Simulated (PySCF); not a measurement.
C5H7N, SMILES `C=C.C=CC#N`.

Method: PBE/def2-SVPD; geometry: GFN2-xTB; program: PySCF.

Cartesian coordinates (Å):

```
C1      -2.2960   -0.1810    0.5152
C2      -2.0721    0.3107   -0.6854
H3      -2.7933   -1.1264    0.6640
H4      -1.9955    0.3450    1.4068
H5      -1.5749    1.2559   -0.8269
H6      -2.3721   -0.2090   -1.5812
C7       0.9525   -1.6289    0.2152
C8       1.5859   -0.6036   -0.3416
C9       1.3335    0.7352    0.0242
N10      1.1446    1.8287    0.3119
H11      0.2026   -1.4821    0.9746
H12      1.1611   -2.6441   -0.0769
H13      2.3375   -0.7347   -1.1098
```

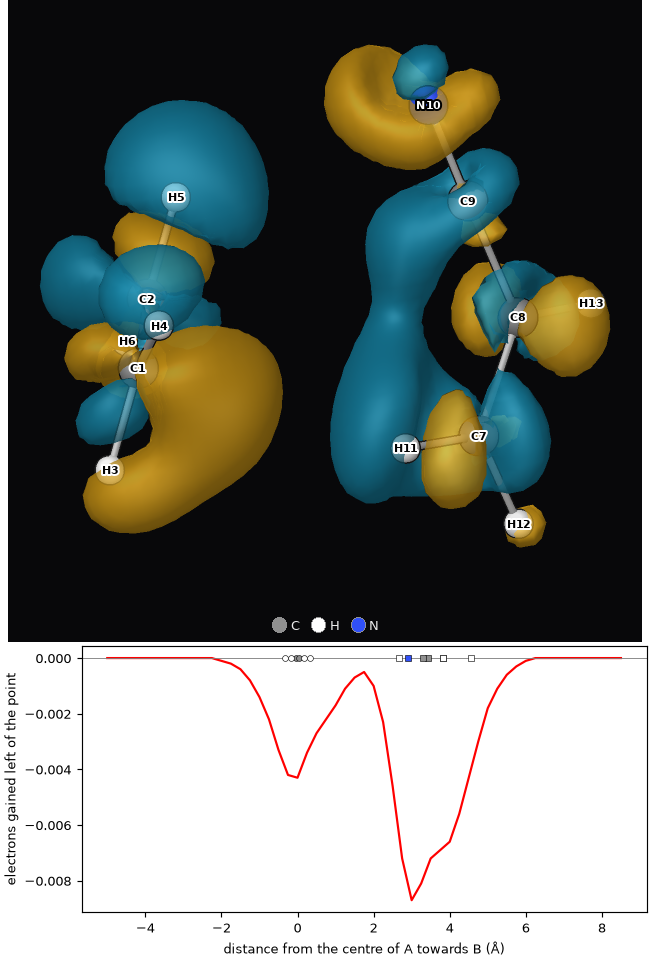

Density of the complex less the densities of the two fragments at the same geometry, ±0.0015 e/Å³ (yellow: gain, teal: loss). Fragment A: H4C2 (atoms 1–6); fragment B: H3C3N. Below: the charge-displacement curve along the line of centres (A on the left).

### How is the density rearranged on binding?

Hirshfeld charges show almost no net transfer (under 0.005 e). By Hirshfeld charges, electrons gather most on N10 (−0.007 e) and leave H5 most (+0.008 e); 0.05 e is displaced in all, which induces a dipole of 0.15 D.

### What is the interaction energy, and which contacts carry it?

The counterpoise-corrected interaction energy of the frozen fragments is −0.2 kcal/mol without dispersion correction and −1.9 kcal/mol with D3(BJ). The pair geometry is semi-empirical, not a minimum at this level. Contacts: C1···H11, C–H···C contact, 2.85 Å, ρ = 0.006 a.u.; H5···N10, 3.00 Å, ρ = 0.004 a.u., a bond path close to vanishing (ellipticity 1.5). The pose is a local one from a semi-empirical search, not shown to be the most stable.
